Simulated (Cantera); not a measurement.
Input: 1 mol Al, a varied amount of HI, 3.5 mol H2, held at 800 K and 1.00 bar.

Equilibrium computed with Cantera from the NASA thermochemical tables; the gas is ideal and each condensed phase is pure. Candidate condensed phases: Al, AlI3, I2; 11 gas species. Equilibrium is a limit: real reactors are often held back by kinetics, nucleation or transport.

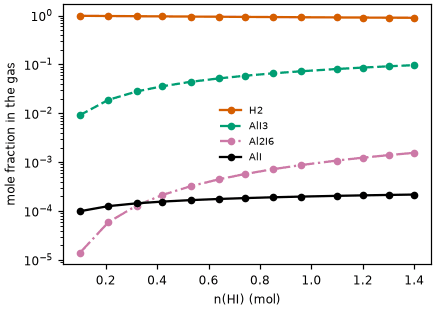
*Equilibrium gas composition (values under 1e-9 drawn at 1e-9)*

**Question.** Read off the mole fractions at 0.42 mol HI.

**Answer.** H2 about 0.96, AlI3 about 0.036, Al2I6 about 0.00021, AlI about 0.00016.
